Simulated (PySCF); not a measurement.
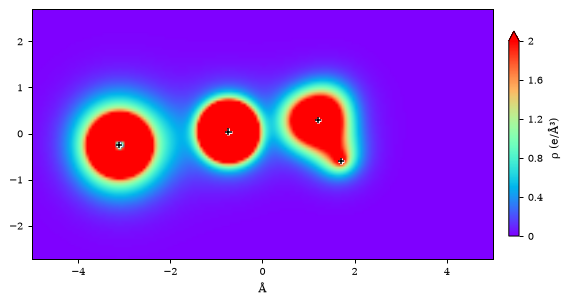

The electron density on a plane through atoms (crosses mark nuclei in the plane).

These are results of PBE0/def2-SVPD, SCF density, gas phase, scalar-relativistic core potentials on the heavy atoms (PySCF), not measurements.

Candidates:
A. CuH₃IN (SMILES [NH3]->[Cu][I])
B. C₄H₉B (SMILES B1CCCC1)
C. C₂H₇P (SMILES CPC)

Which candidate gave the map?

Candidate A: CuH₃IN on the plane of atoms Cu1, N2 and H3, which holds Cu, N, H and I. Cu–N (1.96 Å): ρ is about 0.63 e/Å³ halfway. Cu–I (2.39 Å): the density is about 0.57 e/Å³ at the midpoint, with its minimum of 0.5 e/Å³ about 1.0 Å from Cu.
